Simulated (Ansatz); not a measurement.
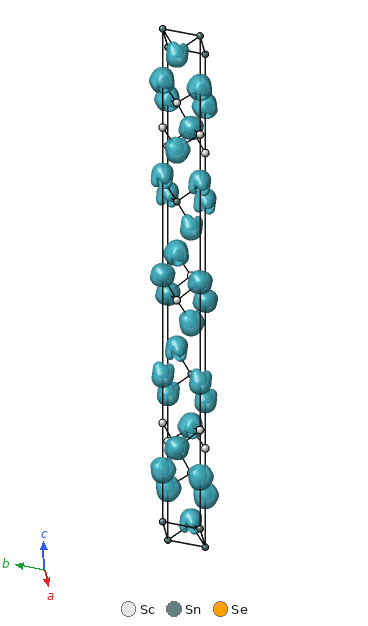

Figure 1: Sc2SnSe5. Isosurface of the electron localisation function at 0.75 (cyan), seen at an oblique angle. Only the valence region is drawn (cores and ρ < 0.01 e/Å³ removed). Sticks mark near contacts.

Space group R-3m; a generated structure, not necessarily the stable one.

Theory: DFT PBE, scalar-relativistic, plane waves, PAW (Ansatz 0.2.0).

Core electrons are frozen (PAW), and the valence fields are smoothed inside the atomic spheres.

> Where are the electrons localised?

At this value the surface marks out 15 regions wrapped around Se (the valence shell of each), counted in one cell of 24 atoms. Any copies at cell faces, edges or corners count once. Along the contacts the grid gives the following. Sc–Se (2.61 Å): the ELF is about 0.55 at the midpoint. Sn–Se (2.75 Å): the ELF is about 0.60 at the midpoint.
